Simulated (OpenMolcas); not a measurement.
**Run report: CO, geometry relaxation (part 1 of 4)**

The run: geometry relaxation of CO, SMILES [C-]#[O+]. Method and program: B3LYP/6-31G*, RKS (OpenMolcas 26.06).

The geometry comes from this level: PBE0-D4/def2-TZVP.

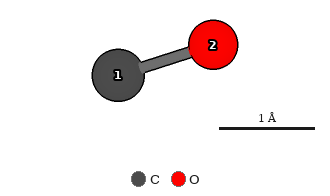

The input geometry (ball-and-stick view, seen at an oblique angle; atoms are numbered from 1 in the order of the input). Bond lengths as drawn: C–O 1.12 Å.

### Input
```
&GATEWAY
  BasLib=$CurrDir
  Coord
  2
  bohr
  C      0.90687957    -0.29309652     0.46714030
  O     -0.90687957     0.29309652    -0.46714030
  Basis=6-31Gs
  Group=NoSym
>>> EXPORT MOLCAS_MAXITER=50
>>> Do While

&SEWARD

&SCF
  KSDFT=B3LYP
  PrOrbitals=0

&SLAPAF
>>> EndDo
>>> COPY $Project.Opt.xyz $CurrDir/final.xyz
>>> COPY $Project.slapaf.h5 $CurrDir/final.slapaf.h5

&MCKINLEY
```

Run as:
```bash
export MOLCAS_MEM=1860
pymolcas mol.input > mol.log
```

### Output
```
--- Start Module: gateway ---

                                              &GATEWAY

                       available to each process: 1.9 GB of memory, 1 thread

 Basis Set     1 Label: C.6-31GS
 Basis set is read from library:.
 basistype.tbl is not found

 Basis Set     2 Label: O.6-31GS
 Basis set is read from library:.
 basistype.tbl is not found

++    Symmetry information:
      ---------------------

                    Character Table for C1

                             E
                    a        1  x, y, xy, Rz, z, xz, Ry, yz, Rx, I
--

++    Basis set information:
      ----------------------

      Basis set label: C.6-31GS.........

      Electronic valence basis set:
      ------------------
      Associated Effective Charge   6.000000 au
      Associated Actual Charge      6.000000 au
      Nuclear Model: Point charge

      Shell  nPrim  nBasis  Cartesian Spherical Contaminant
         s      10       3        X
         p       4       2        X
         d       1       1        X

      Basis set label: O.6-31GS.........

      Electronic valence basis set:
      ------------------
      Associated Effective Charge   8.000000 au
      Associated Actual Charge      8.000000 au
      Nuclear Model: Point charge

      Shell  nPrim  nBasis  Cartesian Spherical Contaminant
         s      10       3        X
         p       4       2        X
         d       1       1        X
--

++    Molecular structure info:
      -------------------------

                    ************************************************
                    **** Cartesian Coordinates / bohr, angstrom ****
                    ************************************************

     Center  Label                x              y              z                     x              y              z
        1      C1               0.906880      -0.293097       0.467140              0.479900      -0.155100       0.247200
        2      O2              -0.906880       0.293097      -0.467140             -0.479900       0.155100      -0.247200
--

            Nuclear Potential Energy             22.61178325 au

--- Stop Module: gateway /rc=_RC_ALL_IS_WELL_ ---

>>> EXPORT MOLCAS_MAXITER = 50

--- Start Module: seward ---

                                              &SEWARD

                       available to each process: 1.9 GB of memory, 1 thread

               SEWARD will generate:
                  Multipole Moment integrals up to order  2
                  Kinetic Energy integrals
                  Nuclear Attraction integrals (point charge)
                  One-Electron Hamiltonian integrals
                  Velocity integrals
                  Orbital angular momentum around ( -0.1294   0.0418  -0.0667 )
                  Velocity quadrupole around ( -0.1294   0.0418  -0.0667 )
                  Two-Electron Repulsion integrals

                   Integrals are discarded if absolute value <: 1.00E-14
                   Integral cutoff threshold is set to       <: 1.00E-16

            Nuclear Potential Energy             22.61178325 au

      Basis set specifications :
      Symmetry species         a
      Basis functions           30

--- Stop Module: seward /rc=_RC_ALL_IS_WELL_ ---

--- Start Module: scf ---

                                                &SCF

                       available to each process: 1.9 GB of memory, 1 thread

 ###############################################################################
 ###     Minimized-density-differences option turned off!                    ###
 ###############################################################################
++    Input section:
      --------------

      Header of the integral files:

      Cartesian coordinates in angstrom:
      -----------------------------------------------------
      No.  Label        X            Y            Z
      -----------------------------------------------------
       1   C1         0.47990000  -0.15510000   0.24720000
       2   O2        -0.47990000   0.15510000  -0.24720000
      -----------------------------------------------------
      Nuclear repulsion energy =   22.61178325
--

++    Orbital specifications:
      -----------------------

      Symmetry species               1
                                     a
      Frozen orbitals                0
      Occupied orbitals              7
      Secondary orbitals            23
      Deleted orbitals               0
      Total number of orbitals      30
      Number of basis functions     30
--

      Molecular charge                           0.000

      Numerical integration parameters
      --------------------------------
      Radial quadrature type:                         MHL
      Size of radial grid:                            75
      Lebedev angular grid:                           29
      Angular grid pruned with the crowding factor:  3.00E+00
                                 and fading factor:  6.00E+00
      Screening threshold for integral computation:   1.00E-11
      Radial quadrature accuracy:                     1.00E-25
      Maximum batch size:                             128
      AO values are stored on disk
      The same grid will be used for all iterations.

      DFT functional specifications
      -----------------------------
      Using Libxc version: 6.2.2
      Please cite the following reference:
      S. Lehtola, C. Steigemann, M. J.T. Oliveira, and M. A.L. Marques.,  SoftwareX 7, 1–5 (2018) doi:10.1016/j.softx.2017.11.002

      * B3LYP

++    Optimization specifications:
      ----------------------------

      SCF Algorithm: Conventional
      D(i)-D(i-1) density differences are used
      Number of density matrices in core                 5
      Maximum number of NDDO SCF iterations            400
      Maximum number of HF SCF iterations              400
      Threshold for SCF energy change             1.00E-09
      Threshold for density matrix                1.00E-04
      Threshold for Fock matrix                   1.50E-04
      Threshold for linear dependence             1.00E-09
      Threshold at which DIIS is turned on        1.50E-01
      Maximum depth in the DIIS procedure                5
      Maximum depth in the BFGS Hessian update          30
      Threshold at which QNR/C2DIIS is turned on  7.50E-02
      Threshold for Norm(delta) (QNR/C2DIIS)      1.00E-03
      All orbitals punched on: SCFORB
--

      Input vectors read from INPORB
      Orbital file label: *Guess orbitals

++ Convergence information
                                   B3LYP      iterations: Energy and convergence statistics

Iter     Tot. B3LYP      One-elec.       Two-elec.     Energy      Max Dij or  Max Fij      DNorm      TNorm      AccCon     Time
         Energy          Energy          Energy        Change      Delta Norm                                                in Sec.
   1  -113.086320334  -207.712553665    72.014450085   0.00E+00    2.72E-01*   1.85E-01*    4.45E+00   8.84E+01   None         0.
   2  -113.272798391  -210.996237907    75.111656270  -1.86E-01*   1.10E-01*   6.71E-02*    1.60E+00   9.06E+01   EDIIS        0.
   3  -113.298203161  -208.965070459    73.055084052  -2.54E-02*   1.36E-02*   2.76E-02*    6.13E-01   8.93E+01   c2DIIS       0.
   4  -113.308593965  -209.899200756    73.978823546  -1.04E-02*   3.02E-02*   9.03E-03*    5.60E-02   8.98E+01   QNRc2DIIS    0.
   5  -113.307149894  -209.567453750    73.648520611   1.44E-03*   2.16E-02*   2.06E-02*    8.20E-02   8.97E+01   QNRc2DIIS    0.
   6  -113.308950881  -209.769637090    73.848902964  -1.80E-03*   9.86E-04    7.88E-04*    6.21E-02   8.98E+01   QNRc2DIIS    0.
   7  -113.308953970  -209.781126533    73.860389318  -3.09E-06*   7.93E-05    7.09E-05     5.88E-03   8.98E+01   QNRc2DIIS    0.
   8  -113.308953993  -209.780238196    73.859500957  -2.32E-08*   2.00E-05    6.71E-06     3.09E-04   8.98E+01   QNRc2DIIS    0.
   9  -113.308953994  -209.780248874    73.859511635  -4.07E-10    4.62E-06    2.43E-06     1.09E-04   8.98E+01   QNRc2DIIS    0.

       Convergence after   9 Iterations
--

 *****************************************************************************************************************************
 *                                             SCF/KS-DFT Program, Final results                                             *
 *                                                       Final Results                                                       *
 *****************************************************************************************************************************

::    Total KS-DFT energy                            -113.3089539937
      One-electron energy                            -209.7802488736
      Two-electron energy                              73.8595116348
      Nuclear repulsion energy                         22.6117832450
      Kinetic energy (interpolated)                   112.4004986845
      Virial theorem                                    1.0080823068
      Total spin, S(S+1)                                0.0000000000
      Total spin, S                                     0.0000000000
      Max non-diagonal density matrix element           0.0000054366
      Max non-diagonal Fock matrix element              0.0000012033

      No orbitals printed

++    Molecular charges:
      ------------------

      Mulliken charges per centre
      ---------------------------

                C1      O2
      Total    5.8373  8.1627

      N-E      0.1627 -0.1627

      Total electronic charge=   14.000000

      Total            charge=   -0.000000
--

++    Molecular properties:
      ---------------------

      Charge (e):
                      =   -0.0000
      Dipole Moment (debye):
      Origin of the operator (angstrom)=   -0.0685    0.0221   -0.0353
                   X= -9.2581E-02               Y=  2.9922E-02               Z= -4.7689E-02           Total=  1.0836E-01
      Quadrupole Moment (debye*angstrom):
      Origin of the operator (angstrom)=   -0.0685    0.0221   -0.0353
                  XX= -1.1362E+01              XY=  4.9366E-01              XZ= -7.8680E-01              YY= -9.9937E+00
                  YZ=  2.5429E-01              ZZ= -1.0239E+01
      In traceless form (debye*angstrom)
                  XX= -1.2450E+00              XY=  7.4049E-01              XZ= -1.1802E+00              YY=  8.0682E-01
                  YZ=  3.8143E-01              ZZ=  4.3821E-01
--

--- Stop Module: scf /rc=_RC_ALL_IS_WELL_ ---
--- Module scf spent 1 second ---

--- Start Module: slapaf ---

                                              &SLAPAF

                       available to each process: 1.9 GB of memory, 1 thread

--- Stop Module: slapaf /rc=_RC_INVOKED_OTHER_MODULE_ ---

--- Start Module: alaska ---

                                              &ALASKA

                       available to each process: 1.9 GB of memory, 1 thread

                     Threshold for contributions to the gradient: 1.000E-07

                    ********************************************
                    * Symmetry Adapted Cartesian Displacements *
                    ********************************************

           Irreducible representation : a
           Basis function(s) of irrep: x, y, xy, Rz, z, xz, Ry, yz, Rx, I

 Basis Label        Type   Center Phase
   1   C1           x         1     1
   2   C1           y         1     1
   3   C1           z         1     1
   4   O2           x         2     1
   5   O2           y         2     1
   6   O2           z         2     1

                     No automatic utilization of translational and rotational invariance of the energy is employed.

 Rotational correction to the DFT gradient is turned off due to close-to-degeneracy problems!

 DFT contribution computed for a moving grid.

 Conventional ERI gradients!

 **************************************************
 *              Molecular gradients               *
 **************************************************

  Irreducible representation: a
 ------------------------------------------------------------------------------------------
                              X                       Y                       Z
 ------------------------------------------------------------------------------------------
  C1               -3.14371732028604E-02    1.01602532128711E-02   -1.61935178689738E-02
  O2                3.14371732028604E-02   -1.01602532128675E-02    1.61935178689756E-02
 ------------------------------------------------------------------------------------------

--- Stop Module: alaska /rc=_RC_ALL_IS_WELL_ ---

--- Start Module: slapaf ---

                                              &SLAPAF

                       available to each process: 1.9 GB of memory, 1 thread

++       Slapaf input parameters:
         ------------------------

 Maximum number of iterations:                50
 Convergence test a la Schlegel.
 Convergence criterion on gradient/para.<=: 3.0E-04
 Convergence criterion on step/parameter<=: 3.0E-04
 Convergence criterion on energy change <=: 0.0E+00
 Parameters for step-restricted optimization
 Maximum step length (initial seed):       3.00E-01

 -RFO activated with parameters:
   Maximum number of data points used in RFO:      5
 Line search is performed

 -Optimization for minimum.
  Optimization method: RS-RFO.

 -Initial Hessian guessed by Hessian Model Function (HMF).
  HMF augmented with weak interactions.

 -Hessian update method: Broyden-Fletcher-Goldfarb-Shanno
  Maximum number of points in Hessian update:  5

 -Relaxation will be done on non-redundant internal coordinates, based on
  force constant weighted redundant internal coordinates.

--

 ******************************************
 * Statistics of the internal coordinates *
 ******************************************
 Translations and Rotations:         0
 Bonds                     :         1
 Angles                    :         0
 Torsions                  :         0
 Out-of-plane angles       :         0

**********************************************************************************************************************
*                                    Energy Statistics for Geometry Optimization                                     *
**********************************************************************************************************************
                       Energy     Grad      Grad              Step                 Estimated   Geom       Hessian
Iter      Energy       Change     Norm      Max    Element    Max     Element     Final Energy Update Update   Index
  1   -113.30895399  0.00000000 0.052034  0.036793 nrc001   0.028743  nrc001     -113.30948278 RS-RFO  None      0
```
